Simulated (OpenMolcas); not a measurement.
# A workflow on C2H7NSi (SMILES NC1C[SiH2]1)

We compute the energy (HF/ANO-RCC-MB), then the energy (CASSCF(2,2)/ANO-RCC-VDZP), then the energy along one coordinate (CASPT2(2,2)/ANO-RCC-VDZP), then an energy scan (SC-NEVPT2(2,2)/ANO-RCC-VDZP), then an energy scan (MC-PDFT[tPBE](2,2)/ANO-RCC-VDZP) of C2H7NSi. 

The results are computed with OpenMolcas 26.06.

### 1 Starting point

C2H7NSi has 11 atoms, charge 0, and is taken as a singlet. SMILES: `NC1C[SiH2]1`. The coordinates come from a PBE0-D4/def2-TZVP relaxation. This is one conformer, not always the lowest.

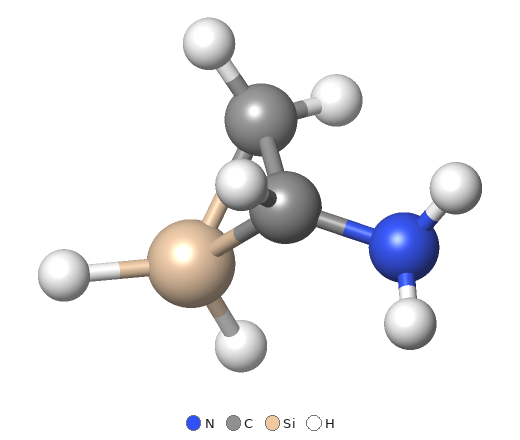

The structure, seen from a chosen angle (nitrogen blue, carbon grey, silicon light orange, hydrogen white).

### 2 The energy at HF/ANO-RCC-MB (DKH2) (run 1)

Contents of coord.xyz:

```xyz
11

N     -1.337200     0.826100    -0.314200
C      0.048100     0.587400    -0.015100
C      0.296100    -0.519700     1.025200
Si     0.845000    -0.955900    -0.685100
H     -1.450400     1.288300    -1.206000
H     -1.774000     1.401500     0.397500
H      0.701400     1.454200     0.118600
H      1.025100    -0.311700     1.801300
H     -0.607900    -0.997000     1.390600
H      2.288700    -0.939900    -1.005500
H      0.030300    -1.890100    -1.486800
```

Contents of step1.input:

```
&GATEWAY
  Coord=coord.xyz
  Basis=ANO-RCC-MB
  Group=NoSym

&SEWARD

&SCF
  PrOrbitals=0

&LOCALISATION
  Occupied
  Freeze
  Pipek-Mezey

&LOCALISATION
  FileOrb=$Project.LocOrb
  Virtual
  Pipek-Mezey
```

On the command line:

```bash
$ export MOLCAS_MEM=1860
$ pymolcas step1.input > step1.log
```

The program printed:

```text
--- Start Module: gateway ---
[...]
--- Stop Module: gateway /rc=_RC_ALL_IS_WELL_ ---
[...]
      Basis functions           31
[...]
       Convergence after  10 Iterations
[...]
::    Total SCF energy                               -423.5504205405
[...]
      Total spin, S                                     0.0000000000
[...]
      Total electronic charge=   40.000000
      Total            charge=   -0.000000
[...]
      Dipole Moment (debye):
      Origin of the operator (angstrom)=    0.1268   -0.1966   -0.1566
                   X=  3.0321E-01               Y=  1.2901E+00               Z=  8.3587E-03           Total=  1.3253E+00
      Quadrupole Moment (debye*angstrom):
[...]
--- Start Module: localisation ---
[...]
--- Stop Module: localisation /rc=_RC_ALL_IS_WELL_ ---
--- Start Module: localisation ---
[...]
--- Stop Module: localisation /rc=_RC_ALL_IS_WELL_ ---
[...]
```

It took 2.5 s on 1 thread of Intel Xeon 6975P-C (Granite Rapids), shared host; peak memory 0.38 GiB.

### 3 A single-point energy at CASSCF(2,2)/ANO-RCC-VDZP (DKH2, RICD fitting) (run 2)

coord.xyz is that of step 2.

Contents of step2.inp:

```
&gateway
  coord
  coord.xyz
  basis
  ANO-RCC-MB
  group
  NoSym

&seward

&rasscf
  fileorb
  $CurrDir/step1.LocOrb
  alter
  2
  1 9 20
  1 21 30
  spin
  1
  nactel
  2 0 0
  inactive
  19
  ras2
  2
  orblisting
  Nothing
>>> COPY $Project.RunFile RUNFIL1
>>> COPY $Project.RasOrb INPORB

&gateway
  coord
  coord.xyz
  basis
  ANO-RCC-VDZP
  group
  NoSym
  ricd

&seward
>>> COPY $Project.RunFile RUNFIL2

&expbas

&rasscf
  fileorb
  $Project.ExpOrb
  spin
  1
  nactel
  2 0 0
  inactive
  19
  ras2
  2
  orblisting
  Nothing
```

On the command line:

```bash
$ export MOLCAS_MEM=1860
$ pymolcas step2.inp > step2.log
```

The program printed:

```text
--- Start Module: gateway ---
[...]
      Basis functions           31
[...]
      Number of active orbitals                  2
[...]
      Spin quantum number                      0.0
[...]
      Active orbitals                            2
[...]
      Number of CSFs                             3
[...]
      Number of root(s) required                 1
[...]
      Convergence after 11 iterations
[...]
      printout of CI-coefficients larger than  0.05 for root  1
      energy=    -423.566808
      conf/sym  11     Coeff  Weight
             1  20   0.99518 0.99039
             3  02  -0.09805 0.00961
      Natural orbitals and occupation numbers for root  1
      sym 1:   1.980771   0.019229
      ************************************************************************************************************************
      *                                                    Final results                                                     *
[...]
::    RASSCF root number  1 Total energy:   -423.56680839
[...]
      Basis functions           95
[...]
      Convergence after 15 iterations
[...]
      Natural orbitals and occupation numbers for root  1
      sym 1:   1.981912   0.018088
      ************************************************************************************************************************
      *                                                    Final results                                                     *
[...]
::    RASSCF root number  1 Total energy:   -423.86472258
[...]
      Total electronic charge=   40.000000
      Total            charge=   -0.000000
[...]
      Dipole Moment (debye):
      Origin of the operator (angstrom)=    0.1268   -0.1966   -0.1566
                   X=  3.8789E-01               Y=  1.0201E+00               Z= -7.9385E-02           Total=  1.0942E+00
      Quadrupole Moment (debye*angstrom):
[...]
```

Run time: 7.5 s. Hardware: 1 thread of Intel Xeon 6975P-C (Granite Rapids), shared host; peak memory 0.38 GiB.

### 4 An energy scan at CASPT2(2,2)/ANO-RCC-VDZP (DKH2, RICD fitting, ipea shift 0.25 Eh, pt2 variant SS) (run 3)

Contents of step3.inp:

```
* C2H7NSi CASPT2
>>> EXPORT MOLCAS_PRINT=2
>>> COPY $CurrDir/step2.RasOrb $Project.RasOrb
>>> ForEach K in (1, 2, 3, 4, 5, 6, 7, 8, 9)

&gateway
  coord=$CurrDir/point$K.xyz
  basis=ANO-RCC-VDZP
  group=NoSym
  ricd

&seward

&rasscf
  fileorb=$Project.RasOrb
  spin=1
  nactel=2 0 0
  inactive=19
  ras2=2
  orblisting=Nothing

&caspt2
  imaginary=0.2
  frozen=8
>>> EndDo
```

On the command line:

```bash
$ export MOLCAS_MEM=1860
$ pymolcas step3.inp > step3.log
```

The program printed:

```text
[...]
      Basis functions           95
[...]
      Number of active orbitals                  2
[...]
      Spin quantum number                      0.0
[...]
      Active orbitals                            2
[...]
      Number of CSFs                             3
[...]
      Number of root(s) required                 1
[...]
      Convergence after 14 iterations
[...]
      printout of CI-coefficients larger than  0.05 for root  1
      energy=    -423.853118
      conf/sym  11     Coeff  Weight
             1  20   0.99689 0.99380
             3  02  -0.07875 0.00620
      Natural orbitals and occupation numbers for root  1
      sym 1:   1.987596   0.012404
      ************************************************************************************************************************
      *                                                    Final results                                                     *
[...]
::    RASSCF root number  1 Total energy:   -423.85311783
[...]
::    CASPT2 Root  1     Total energy:   -424.40476298
[...]
      Convergence after 11 iterations
[...]
      Natural orbitals and occupation numbers for root  1
      sym 1:   1.981900   0.018100
      ************************************************************************************************************************
      *                                                    Final results                                                     *
[...]
      Convergence after 13 iterations
[...]
      Convergence after 16 iterations
[...]
      Convergence after 12 iterations
[...]
::    RASSCF root number  1 Total energy:   -423.71853364
[...]
::    CASPT2 Root  1     Total energy:   -424.25637575
[...]
      Convergence after 13 iterations
[...]
::    RASSCF root number  1 Total energy:   -423.71403141
[...]
      Reference weight:           0.83603
[...]
::    CASPT2 Root  1     Total energy:   -424.24945952
[...]
```

Run time: 49 s. Hardware: 1 thread of Intel Xeon 6975P-C (Granite Rapids), shared host; peak memory 0.083 GiB.

The scan, from its lowest point:

```tsv
H5–N1 (Å)	energy (kJ/mol)
0.910	30.2
1.011	0.0
1.112	15.8
1.264	78.7
1.466	180.2
1.718	288.7
2.022	371.8
2.426	419.8
3.032	438.0
```

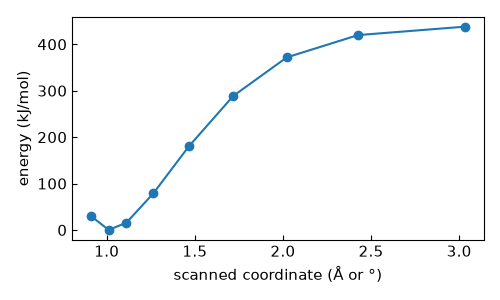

Energy along the scan.

### 5 An energy scan at SC-NEVPT2(2,2)/ANO-RCC-VDZP (DKH2, RICD fitting, pt2 variant SC-NEVPT2) (run 4)

Contents of step4.input:

```
>>> COPY $CurrDir/step2.RasOrb $Project.RasOrb
>>> ForEach K in (1, 2, 3, 4, 5, 6, 7, 8, 9)

&gateway
  coord
  $CurrDir/point$K.xyz
  basis
  ANO-RCC-VDZP
  group
  NoSym
  ricd

&seward

&rasscf
  fileorb
  $Project.RasOrb
  spin
  1
  nactel
  2 0 0
  inactive
  19
  ras2
  2
  orblisting
  Nothing

&caspt2
  sc-nevpt2
  frozen
  8
>>> EndDo
```

On the command line:

```bash
$ export MOLCAS_MEM=1860
$ pymolcas step4.input > step4.log
```

The program printed:

```text
--- Start Module: gateway ---
[...]
      Basis functions           95
[...]
      Number of active orbitals                  2
[...]
      Spin quantum number                      0.0
[...]
      Active orbitals                            2
[...]
      Number of CSFs                             3
[...]
      Number of root(s) required                 1
[...]
      Convergence after 14 iterations
[...]
      printout of CI-coefficients larger than  0.05 for root  1
      energy=    -423.853118
      conf/sym  11     Coeff  Weight
             1  20   0.99689 0.99380
             3  02  -0.07875 0.00620
      Natural orbitals and occupation numbers for root  1
      sym 1:   1.987596   0.012404
      ************************************************************************************************************************
      *                                                    Final results                                                     *
[...]
::    RASSCF root number  1 Total energy:   -423.85311783
[...]
::    SC-NEVPT2 Root  1     Total energy:   -424.40211611
[...]
      Convergence after 11 iterations
[...]
      Natural orbitals and occupation numbers for root  1
      sym 1:   1.981900   0.018100
      ************************************************************************************************************************
      *                                                    Final results                                                     *
[...]
      Convergence after 13 iterations
[...]
      Convergence after 16 iterations
[...]
      Convergence after 12 iterations
[...]
::    RASSCF root number  1 Total energy:   -423.71853364
[...]
::    SC-NEVPT2 Root  1     Total energy:   -424.25253977
[...]
      Convergence after 13 iterations
[...]
::    RASSCF root number  1 Total energy:   -423.71403141
[...]
::    SC-NEVPT2 Root  1     Total energy:   -424.24598206
[...]
```

It took 46 s on 1 thread of Intel Xeon 6975P-C (Granite Rapids), shared host; peak memory 0.083 GiB.

The scan, from its lowest point:

```tsv
H5–N1 (Å)	energy (kJ/mol)
0.910	31.6
1.011	0.0
1.112	14.6
1.264	76.3
1.466	178.3
1.718	289.7
2.022	375.9
2.426	424.4
3.032	441.6
```

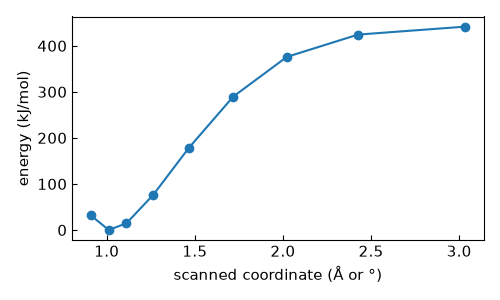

Energy along the scan.

### 6 The energy along one coordinate at MC-PDFT[tPBE](2,2)/ANO-RCC-VDZP (DKH2, RICD fitting) (run 5)

Contents of step5.inp:

```
>>> COPY $CurrDir/step2.RasOrb $Project.RasOrb
>>> ForEach K in (1, 2, 3, 4, 5, 6, 7, 8, 9)
&GATEWAY
Coord = $CurrDir/point$K.xyz
Basis = ANO-RCC-VDZP
Group = NoSym
RICD
&SEWARD
&RASSCF
FileOrb = $Project.RasOrb
Spin = 1
Nactel = 2 0 0
Inactive = 19
Ras2 = 2
OrbListing = Nothing
&MCPDFT
KSDFT = T:PBE
>>> EndDo
```

On the command line:

```bash
$ export MOLCAS_MEM=1860
$ pymolcas step5.inp > step5.log
```

The program printed:

```text
--- Start Module: gateway ---
[...]
      Basis functions           95
[...]
      Number of active orbitals                  2
[...]
      Spin quantum number                      0.0
[...]
      Active orbitals                            2
[...]
      Number of CSFs                             3
[...]
      Number of root(s) required                 1
[...]
      Convergence after 14 iterations
[...]
      printout of CI-coefficients larger than  0.05 for root  1
      energy=    -423.853118
      conf/sym  11     Coeff  Weight
             1  20   0.99689 0.99380
             3  02  -0.07875 0.00620
      Natural orbitals and occupation numbers for root  1
      sym 1:   1.987596   0.012404
      ************************************************************************************************************************
      *                                                    Final results                                                     *
[...]
::    RASSCF root number  1 Total energy:   -423.85311783
[...]
::    MCPDFT root number  1 Total energy:   -424.96469581
[...]
      Convergence after 11 iterations
[...]
      Natural orbitals and occupation numbers for root  1
      sym 1:   1.981900   0.018100
      ************************************************************************************************************************
      *                                                    Final results                                                     *
[...]
      Convergence after 13 iterations
[...]
      Convergence after 16 iterations
[...]
      Convergence after 12 iterations
[...]
::    RASSCF root number  1 Total energy:   -423.71853364
[...]
::    MCPDFT root number  1 Total energy:   -424.80554939
[...]
      Convergence after 13 iterations
[...]
::    RASSCF root number  1 Total energy:   -423.71403141
[...]
::    MCPDFT root number  1 Total energy:   -424.79856902
[...]
```

Wall time 54 s (1 thread of Intel Xeon 6975P-C (Granite Rapids), shared host); peak memory 0.083 GiB.

The scan, from its lowest point:

```tsv
H5–N1 (Å)	energy (kJ/mol)
0.910	30.6
1.011	0.0
1.112	15.3
1.264	78.0
1.466	181.8
1.718	298.0
2.022	392.7
2.426	448.5
3.032	466.8
```

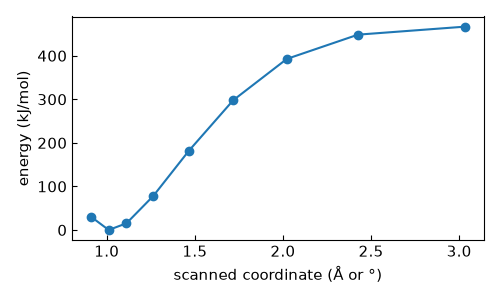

Energy along the scan.

### 7 Outcome

| quantity | value |
| --- | --- |
| run 1, HF/ANO-RCC-MB: total energy | -423.55042 Eh |
| run 1, HF/ANO-RCC-MB: dipole moment | 1.33 D |
| run 1, HF/ANO-RCC-MB: HOMO energy | -10.12 eV |
| run 1, HF/ANO-RCC-MB: LUMO energy | 5.30 eV |
| run 1, HF/ANO-RCC-MB: HOMO–LUMO gap | 15.42 eV |
| run 2, CASSCF(2,2)/ANO-RCC-VDZP: total energy | -423.86472 Eh |
| run 2, CASSCF(2,2)/ANO-RCC-VDZP: dipole moment (CASSCF density) | 1.09 D |
| run 3, CASPT2(2,2)/ANO-RCC-VDZP: lowest energy of the scan | -424.41627 Eh |
| run 4, SC-NEVPT2(2,2)/ANO-RCC-VDZP: lowest energy of the scan | -424.41417 Eh |
| run 5, MC-PDFT[tPBE](2,2)/ANO-RCC-VDZP: lowest energy of the scan | -424.97636 Eh |

What this shows: Mulliken charges (run 1, HF/ANO-RCC-MB) run from -0.54 on N1 to +0.51 on Si4; they depend strongly on the basis.
